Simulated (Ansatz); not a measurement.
## Ga2O3, response to strain

The parent structure is Ga2O3 in the corundum structure (space group R-3c, No. 167; a = 4.9499 Å, c = 13.3058 Å (hexagonal axes)).

Strains are applied to the cell and any free atomic positions relax.

The values are results of LDA (Ansatz, a program for electronic structure), no spin-orbit coupling, not measurements.

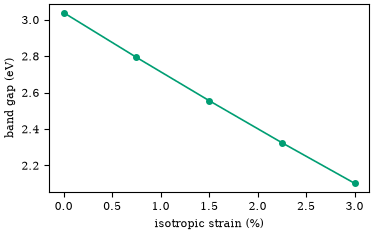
Figure. Band gap against isotropic strain

Q: From the plot, what is the band gap for isotropic strain +0.75 %?

A: About 2.79 eV.

Q: Is the trend monotonic over the range shown?

A: Yes, it falls throughout, spanning 2.10 eV to 3.04 eV.

No phonon test of stability was made.
